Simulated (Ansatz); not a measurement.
# Σ5 (210) boundary in fcc Al: structure and resistance, part 2 of 3

Wanted: what the Σ5 (210) boundary in fcc Al costs an interconnect.

Ansatz 0.2.0; Ansatz plane-wave DFT, PBE, PAW files; relaxation of a bicrystal slab with its lowest layers held; PAW set soft_1 (the session's first sound run).

So far. Step 2 (Relaxing the bicrystal): The largest force component on a free atom ends at 0.0052 eV/Å, under the tolerance of 0.03, after 12 steps.

## 3. Transmission across the boundary

This step: Ansatz plane-wave DFT, PBE, PAW files; ballistic transport by layer matching (Landauer), zero bias; boundary relaxed in a short slab, bulk layers laid on; PAW set soft_1 (Ansatz 0.2.0).

System of this step: Σ5 (210) boundary in fcc Al. The cell holds 47 atoms: 47 Al. Its edges and angles: a = 4.958 Å, b = 4.048 Å, c = 50.093 Å, α = 90.0°, β = 90.0°, γ = 65.9°. It derives from Al. Regions: lower grain, 19 atoms (19 Al); boundary, 13 atoms (13 Al); upper grain, 15 atoms (15 Al). Vacuum lies along c.

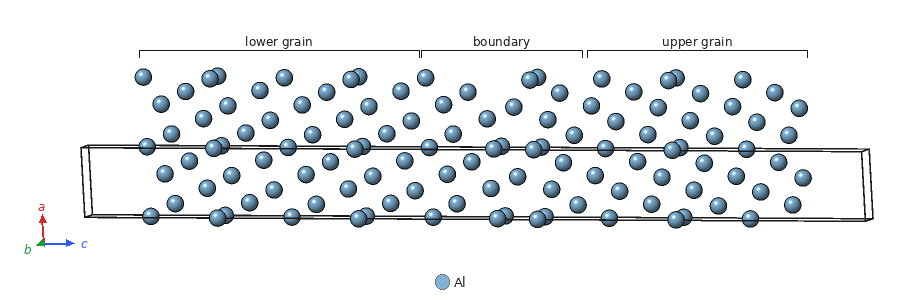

The cell of this step (aluminium light blue). 2×1×1 cells are drawn. Some periodic images of atoms are drawn too.

input.yaml

```yaml
crystal:
  lattice:
    - [4.957730497, 0.0, 0.0]
    - [1.6525768323, 3.6952741352, 0.0]
    - [0.0, 0.0, 50.0932581026]
  atoms:
    - { symbol: Al, position: [-15.0, 7.5000000002, 0.0798510648] }
    - { symbol: Al, position: [-14.4, 7.2000000002, 0.0979204347] }
    - { symbol: Al, position: [-13.8, 6.9000000002, 0.1159898046] }
    - { symbol: Al, position: [-13.2, 6.6000000002, 0.1340591745] }
    - { symbol: Al, position: [-12.6, 6.3000000002, 0.1521285443] }
    - { symbol: Al, position: [-12.0, 6.0000000002, 0.1701979142] }
    - { symbol: Al, position: [-11.4, 5.7000000001, 0.1882672841] }
    - { symbol: Al, position: [-10.8, 5.4000000001, 0.206336654] }
    - { symbol: Al, position: [-10.2, 5.1000000001, 0.2244060239] }
    - { symbol: Al, position: [-9.6, 4.8000000001, 0.2424753937] }
    - { symbol: Al, position: [-9.0, 4.5000000001, 0.2605447636] }
    - { symbol: Al, position: [-8.4, 4.2000000001, 0.2786141335] }
    - { symbol: Al, position: [-7.8, 3.9000000001, 0.2966835034] }
    - { symbol: Al, position: [-7.2, 3.6000000001, 0.3147528733] }
    - { symbol: Al, position: [-6.6, 3.3000000001, 0.3328222431] }
    - { symbol: Al, position: [-6.0, 3.0, 0.350891613] }
    - { symbol: Al, position: [-5.4, 2.7, 0.3689609829] }
    - { symbol: Al, position: [-4.8, 2.4, 0.3870303528] }
    - { symbol: Al, position: [-4.2, 2.1, 0.4050997226] }
    - { symbol: Al, position: [0.4, 0.8, 0.4231690925] }
    - { symbol: Al, position: [1.0086821472, 0.4956589264, 0.4415196941] }
    - { symbol: Al, position: [0.6140665734, 0.1929667133, 0.4596560733] }
    - { symbol: Al, position: [0.2187807642, 0.8906096179, 0.4768892191] }
    - { symbol: Al, position: [0.8107044792, 0.5946477604, 0.4957492428] }
    - { symbol: Al, position: [0.4167690852, 0.2916154574, 0.5155687833] }
    - { symbol: Al, position: [0.0121942895, -0.0060971448, 0.5288770648] }
    - { symbol: Al, position: [0.6028751916, 0.6985624042, 0.5545171694] }
    - { symbol: Al, position: [0.004096234, 0.997951883, 0.5800007398] }
    - { symbol: Al, position: [0.4097270708, 0.2951364646, 0.5933037723] }
    - { symbol: Al, position: [0.8039185205, 0.5980407397, 0.6132262804] }
    - { symbol: Al, position: [0.2104017187, 0.8947991407, 0.6319086187] }
    - { symbol: Al, position: [0.606674815, 0.1966625925, 0.649108387] }
    - { symbol: Al, position: [-4.993325185, 2.4966625925, 0.6671777569] }
    - { symbol: Al, position: [-5.593325185, 2.7966625925, 0.6852471267] }
    - { symbol: Al, position: [-6.193325185, 3.0966625925, 0.7033164966] }
    - { symbol: Al, position: [-6.793325185, 3.3966625925, 0.7213858665] }
    - { symbol: Al, position: [-7.393325185, 3.6966625925, 0.7394552364] }
    - { symbol: Al, position: [-7.993325185, 3.9966625926, 0.7575246063] }
    - { symbol: Al, position: [-8.593325185, 4.2966625926, 0.7755939761] }
    - { symbol: Al, position: [-9.193325185, 4.5966625926, 0.793663346] }
    - { symbol: Al, position: [-9.793325185, 4.8966625926, 0.8117327159] }
    - { symbol: Al, position: [-10.393325185, 5.1966625926, 0.8298020858] }
    - { symbol: Al, position: [-10.993325185, 5.4966625926, 0.8478714557] }
    - { symbol: Al, position: [-11.593325185, 5.7966625926, 0.8659408255] }
    - { symbol: Al, position: [-12.193325185, 6.0966625926, 0.8840101954] }
    - { symbol: Al, position: [-12.793325185, 6.3966625926, 0.9020795653] }
    - { symbol: Al, position: [-13.393325185, 6.6966625927, 0.9201489352] }
kpoints:
  mp_grid: { grid: [7, 7, 1] }
hamiltonian:
  xc: pbe
  pseudopotentials: { kind: paw, azcp: { folder: soft_1 } }
scf:
  occupations: { method: fermi_dirac, width: 0.1 }
output:
  transmission:
    leads: [[10, 11], [38, 39]]
    kmesh: [18, 18]
    e_range: [-0.1, 0.1]
    de: 0.05
  write_potential: true
  write_density: true
  volumetric_format: npy
  elf: true
```

Run with:

```
ansatz run input.yaml --threads 4 --pin off --max-ram 15360MiB --backend cpu --events-out ev --progress --plain --runs-dir out
```

Numbers of over 12 decimals in the logs are rounded to 6 here.

Log:

```text
[...]
Crystal: 47 atoms, lattice volume = 917.717 Å³
Basis set: ecut = 420 eV, 17967 PW (Γ)
Bands: 118, of which v1, the nominal top of the filled ones, is band 71 counted from 1 (70 counted from 0)
Symmetry: 2 space group operations
[...]
k-points: 16 of 49 (time reversal used)
[...]
SCF iter   1: F=—  HF=-25263.525923 eV  |F-HF|=—  |Δ(HF+E_count)|=         —  Δρ=2.25e-2  dr2=7.61e1  ethr=3.10e-3  ⟨swp⟩=8.0  Hψ=10350  notcnv=0  defer=89
[...]
SCF iter   9: F=-25260.138397 eV  HF=-25260.138397 eV  |F-HF|=3.07e-8  |Δ(HF+E_count)|=   2.05e-9  Δρ=4.57e-7  dr2=3.32e-8  ethr=7.09e-11  ⟨swp⟩=2.1  Hψ=2933  notcnv=0
SCF 1 converged in 9 iterations: F = -25260.138397 eV  dr2 = 3.32e-8
[...]
transmission: 352 of 3458 steps passed
transmission: 700 of 3458 steps passed
[...]
transmission: 3458 of 3458 steps passed
WARN: The output density's exchange-correlation potential varies sharply where the density is thin. Do not read a vacuum level from v_tot or v_xc, or from such a field of the output density. On a cell that repeats whose density bears no net charge and no dipole along the vacuum's axis use v_es (v_loc + v_h of the components); under efield.dipole_correction with no amplitude use v_es + v_field, which holds any externa [...]
SCF converged after 9 iterations
Free energy (F): -25260.138397 eV
[...]
Internal energy: -25259.540654 eV  (E = F + TS)
E sigma→0 (E₀):  -25259.839525 eV
Entropy (-TS):   -0.597743 eV (-12.718 meV/atom)
Fermi energy:    6.088537 eV
[...]
--- Band table (eV; the first three rows and the last of 16) ---
  k-point 0: bands = [... 67 lower, 6.0928, 6.1777, 6.1887, 6.2967, 6.2985, 6.3201, 6.3279, 6.3454, ... 43 higher]
  k-point 1: bands = [... 67 lower, 5.3393, 5.4677, 5.5878, 5.6478, 5.6890, 5.8507, 5.9294, 5.9866, ... 43 higher]
  k-point 2: bands = [... 67 lower, 5.1658, 5.1885, 5.2729, 5.4660, 5.5923, 5.6765, 5.7887, 5.8867, ... 43 higher]
  k-point 15: bands = [... 67 lower, 7.0264, 7.0454, 7.2071, 7.3373, 7.4002, 7.4734, 7.7828, 7.8842, ... 43 higher]
--- Transmission ---
  basis      : 161 plane waves across, 38 finite elements along
  points     : 91, standing for a mesh of 18 x 18
  energies   : 5 from -0.100000 to 0.100000 eV about the Fermi level, 0.050000 eV apart; the leads are filled to 0.000000 eV, and channels, transmission and decay are at 0.000000 eV
  crystal 0  : Al3, at the sites [10, 11], period 2.7155 Å, over 18.10 Å; its Hamiltonian steps by up to 32.4 meV: too much for a lead, lay more layers or, if its atoms are ordered, name the step of that order
    offset         : up to 0.0000 Å between an atom of the period and one for which it stands
    channels       : 3.552469e0 a spin
    conductance    : none, the energies end too early or step too widely for 300 K: set another output.transmission.e_range or a lower de, or, where they end at an eighth of basis.ecutwfc, a higher one
[...]
channels       : 3.564815e0 a spin
[...]
junction   : crystal 0 to crystal 1, 12.84 to 36.83 Å
    transmission   : 2.302872e0 a spin
[...]
```

It took 7 min on 4 threads of Arm Neoverse V1, shared host; peak memory 3.3 GiB; 26 min of CPU time.

Reading the cycles: dr2 is the Hartree energy of the density residual (eV), the measure of convergence; HF is the Harris–Foulkes estimate of the energy, which meets the free energy F at convergence.

Numbers from this step:

| Item | Value |
| --- | --- |
| free energy | -25260.1384 eV |
| energy at zero smearing | -25259.8395 eV |
| Fermi energy | 6.089 eV |
| cell area | 18.32 Å² |
| transmission per spin nearest the Fermi level | 2.303 |
| open channels per spin nearest the Fermi level | 3.552 |
| open channels per spin, upper lead | 3.565 |
| step of the lead's potential | 32.4 meV |
| step of the upper lead's potential | 36.6 meV |

Per spin. The transmission, zone mean by energy, zero at the Fermi level:

| energy (eV) | transmission, zone mean |
| --- | --- |
| -0.1000 | 2.23 |
| -0.0500 | 2.25 |
| 0.0000 | 2.30 |
| 0.0500 | 2.34 |
| 0.1000 | 2.38 |

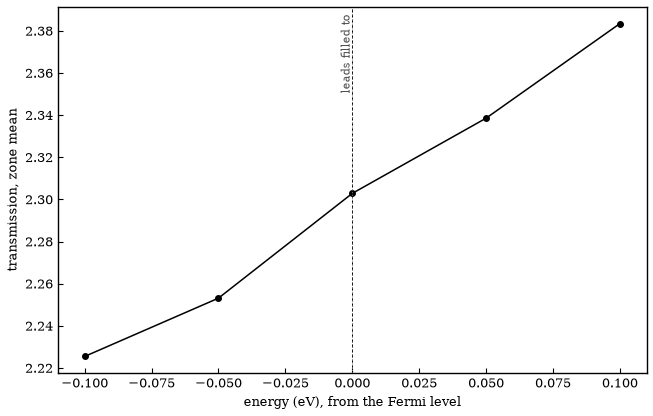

Transmission, zone mean, plotted against energy.

Per spin. The open channels, zone mean by energy, zero at the Fermi level:

| energy (eV) | lead | upper lead |
| --- | --- | --- |
| -0.1000 | 3.44 | 3.44 |
| -0.0500 | 3.50 | 3.48 |
| 0.0000 | 3.55 | 3.56 |
| 0.0500 | 3.61 | 3.61 |
| 0.1000 | 3.65 | 3.65 |

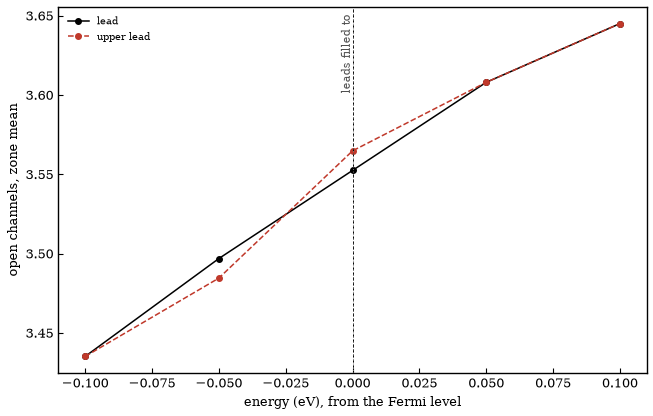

Open channels, zone mean, plotted against energy.

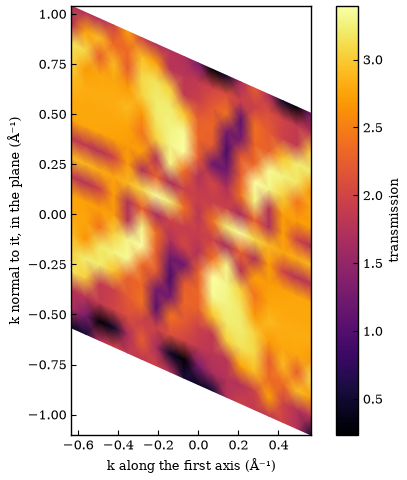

Transmission over k1 and k2. At 0.0000 eV from the Fermi level.

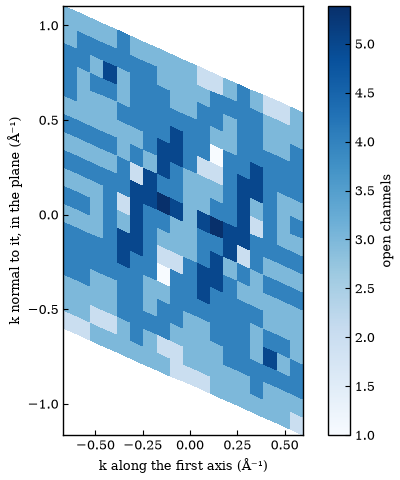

Open channels over k1 and k2. At 0.0000 eV from the Fermi level.

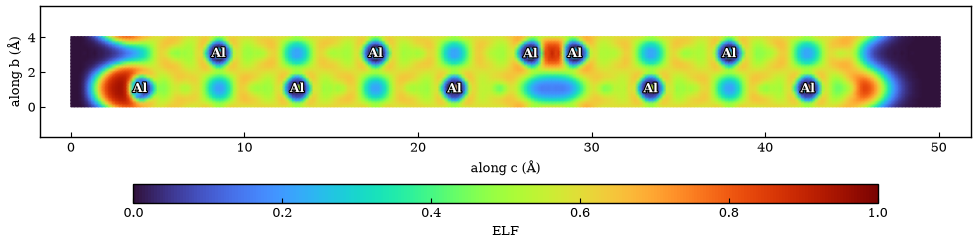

ELF in the cb plane at fractional x = 0.000, with atoms of Al within 0.2 Å of it. It is the smooth field of the valence electrons, not physical close to the nuclei. The map starts off the cell's origin, so that atoms lie inside it.

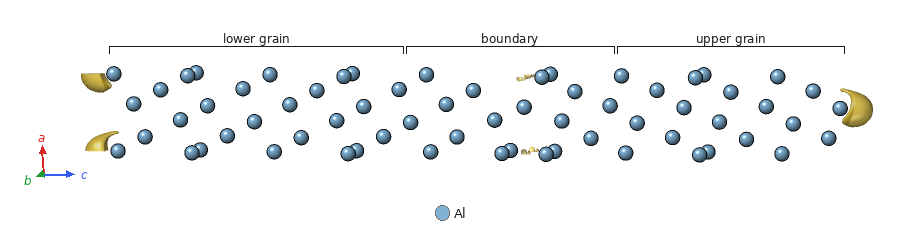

Surface of ELF = 0.85.

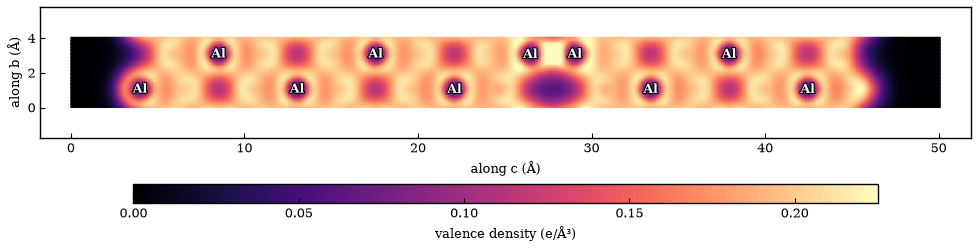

Valence density in the cb plane at fractional x = 0.000, with atoms of Al within 0.2 Å of it. It is the smooth field of the valence electrons, not physical close to the nuclei. The map starts off the cell's origin, so that atoms lie inside it.

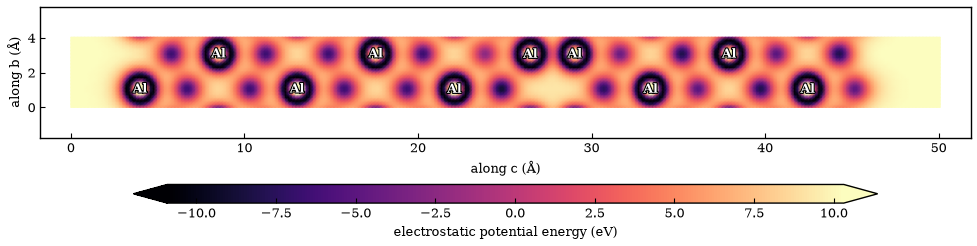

Electrostatic potential energy in the cb plane at fractional x = 0.000, with atoms of Al within 0.2 Å of it. With pseudopotentials it is smooth inside the atoms' cores, unlike the true potential. The map starts off the cell's origin, so that atoms lie inside it.

Over the solved energies the transmission per spin lies between 2.23 and 2.38, out of 3.55 channels of the lead on average (up to 3.65). The log calls the step of a lead's potential too much.

## 4. Specific resistance

This step: Ansatz plane-wave DFT, PBE, PAW files; ballistic transport by layer matching (Landauer), zero bias; specific resistance of the boundary; PAW set soft_1 (Ansatz 0.2.0).

Numbers from this step:

| Quantity | Value |
| --- | --- |
| area resistance | 0.3612 fΩ m² |
| T over the leads' mean channel count | 0.6485 |

Averaged over the energies near the Fermi level, 64.9 % of the channels pass, which makes 0.361 fΩ m².

By hand, with T and the leads' channels N averaged over the energies near the Fermi level: RA = A (h/2e²)(1/T − ½[1/N₁ + 1/N₂]) = 18.32×10⁻²⁰ m² × 12 906 Ω × (1/2.301 − ½[1/3.548 + 1/3.548]) = 0.361 fΩ m².

(Continued in part 3 of 3.)

[Logs are printed without paths, hosts, clocks, repeated set-up lines and the standing remarks that a program may print on its own settings, such as how far it seeks lower states.]

[Hosts, paths, dates, database ids (printed as entryN), source tags and the programs' standing remarks are cut or masked in the printed files.]
